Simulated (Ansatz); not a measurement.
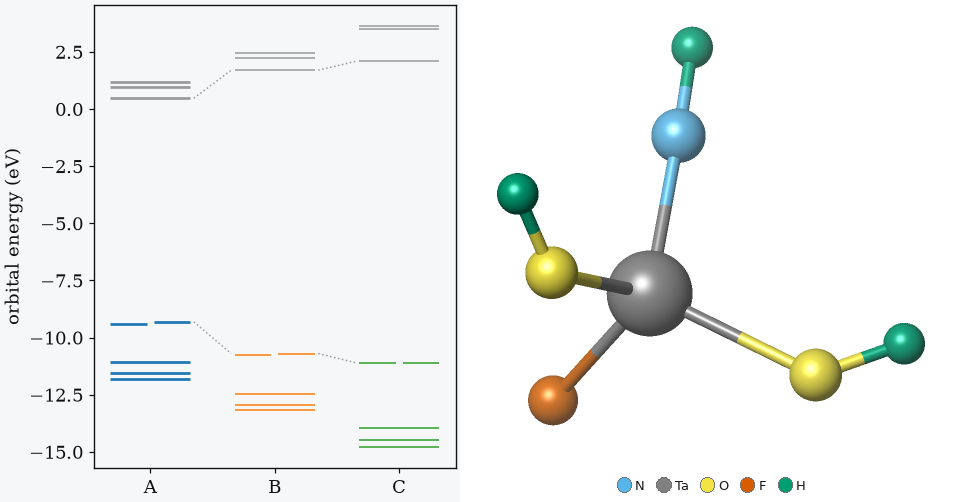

Frontier orbital energies of TaNH₃O₂F, SMILES [NH]=[Ta]([OH])([OH])[F], singlet at one geometry, def2-TZVPP, the Ansatz code 0.2.0, at a PBE0-D4/def2-TZVP geometry (a minimum by its frequencies). Empty levels are grey, levels within 0.1 eV stand side by side; all columns show the same few orbitals around the gap. Dotted lines join the HOMOs and the LUMOs.

The columns come from CAM-B3LYP, HF and LC-wPBE. Which is which?

Answer. A: CAM-B3LYP (HOMO −9.32, LUMO 0.47, separation 9.79 eV)
B: LC-wPBE (HOMO −10.70, LUMO 1.69, separation 12.39 eV)
C: HF (HOMO −11.10, LUMO 2.08, separation 13.19 eV)

Limits of at least one run: core potentials past krypton; empty levels above zero depend strongly on the basis; spin-orbit coupling is left out, and with Ta it can shift these levels and split any degenerate set.
